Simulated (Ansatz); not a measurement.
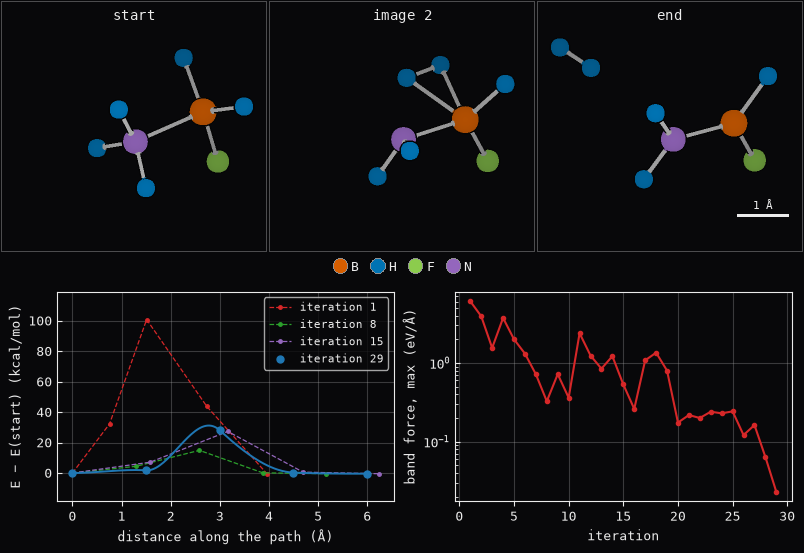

NEB run on BNH5F. Images are numbered from 0 (start) to 4 (end). The plot follows the band through its iterations. Style: ball-and-stick. Shown from a free direction.

The calculation used RKS LDA/6-31G* (Ansatz).

The input:
```yaml
crystal:
  periodic: [false, false, false]
  atoms:
    - { symbol: B, position_ang: [0.032975, -0.117271, 0.158328] }
    - { symbol: H, position_ang: [0.227291, 0.620598, 1.122645] }
    - { symbol: H, position_ang: [0.95242, -0.150842, -0.657723] }
    - { symbol: F, position_ang: [-1.236715, -0.043763, -0.390772] }
    - { symbol: "N", position_ang: [0.060428, -1.618917, 0.819454] }
    - { symbol: H, position_ang: [-0.121227, -2.325366, 0.089323] }
    - { symbol: H, position_ang: [0.969883, -1.821711, 1.260102] }
    - { symbol: H, position_ang: [-0.681854, -1.706327, 1.531043] }
basis:
  gaussian: { orbitals: "6-31G*" }
hamiltonian:
  xc: lda
neb:
  order_check: false
  images: 3
  f_tol: 0.05
  max_iterations: 60
  climbing: false
  final_atoms:
    - { symbol: B, position_ang: [0.09702721, -0.586272, -0.70114846] }
    - { symbol: H, position_ang: [-0.30274424, -0.23733591, 3.07590984] }
    - { symbol: H, position_ang: [1.05139015, 0.10495719, -0.97206621] }
    - { symbol: F, position_ang: [-1.0600943, -0.38354155, -1.33043755] }
    - { symbol: "N", position_ang: [0.1858868, -1.59339348, 0.25966285] }
    - { symbol: H, position_ang: [-0.60026418, -2.20047983, 0.49926333] }
    - { symbol: H, position_ang: [1.05065953, -1.8011783, 0.75673978] }
    - { symbol: H, position_ang: [-0.21865996, -0.46635512, 2.34447643] }
  initial_path:
    images:
      - { positions_ang: [[0.032975, -0.117271, 0.158328], [0.227291, 0.620598, 1.122645], [0.95242, -0.150842, -0.657723], [-1.236715, -0.043763, -0.390772], [0.060428, -1.618917, 0.819454], [-0.121227, -2.325366, 0.089323], [0.969883, -1.821711, 1.260102], [-0.681854, -1.706327, 1.531043]] }
      - { positions_ang: [[-0.01644345, -0.06493423, 0.07178878], [0.09927385, 0.31857627, 1.32358557], [0.95026832, -0.05647146, -0.64658041], [-1.22958325, -0.06868117, -0.51820408], [0.09583181, -1.6831362, 0.70818951], [-0.23709318, -2.43515349, 0.09169027], [0.84918119, -1.88275138, 1.35527556], [-0.30823429, -1.29104733, 1.54665482]] }
      - { positions_ang: [[-0.06586191, -0.01259747, -0.01475044], [-0.02874329, 0.01655454, 1.52452614], [0.94811665, 0.03789908, -0.63543783], [-1.22245151, -0.09359934, -0.64563617], [0.13123563, -1.7473554, 0.59692501], [-0.35295936, -2.54494099, 0.09405754], [0.72847938, -1.94379177, 1.45044911], [0.06538541, -0.87576766, 1.56226663]] }
      - { positions_ang: [[0.01558265, -0.29943473, -0.35794945], [-0.16574377, -0.11039068, 2.30021799], [0.9997534, 0.07142814, -0.80375202], [-1.14127291, -0.23857044, -0.98803686], [0.15856122, -1.67037444, 0.42829393], [-0.47661177, -2.37271041, 0.29666043], [0.88956945, -1.87248504, 1.10359445], [-0.07663727, -0.67106139, 1.95337153]] }
      - { positions_ang: [[0.09702721, -0.586272, -0.70114846], [-0.30274424, -0.23733591, 3.07590984], [1.05139015, 0.10495719, -0.97206621], [-1.0600943, -0.38354155, -1.33043755], [0.1858868, -1.59339348, 0.25966285], [-0.60026418, -2.20047983, 0.49926333], [1.05065953, -1.8011783, 0.75673978], [-0.21865996, -0.46635512, 2.34447643]] }
```

Launched with:
```bash
ansatz run input.yaml --threads 1 --pin off --max-ram 2048MiB --backend cpu --events-out ev --progress --plain --runs-dir out
```

> Did the band converge, and can the barrier be trusted?

The run is converged, with reservations. The band converged in 29 iterations. The largest component of the band force went from 6.1 to 0.023 eV/Å. No image climbed, so the highest image needn't lie on the saddle point, and the true maximum along this path can be higher. So few images resolve the path coarsely. The first iteration put the highest image at 100.8 kcal/mol. Forward barrier 28.0 kcal/mol, backward barrier 28.5 kcal/mol, with image 2 at the top; the reaction energy is −0.5 kcal/mol.

The run took 66 s on 1 thread of Arm Neoverse V1, with other jobs on the host, peak memory 0.097 GiB.
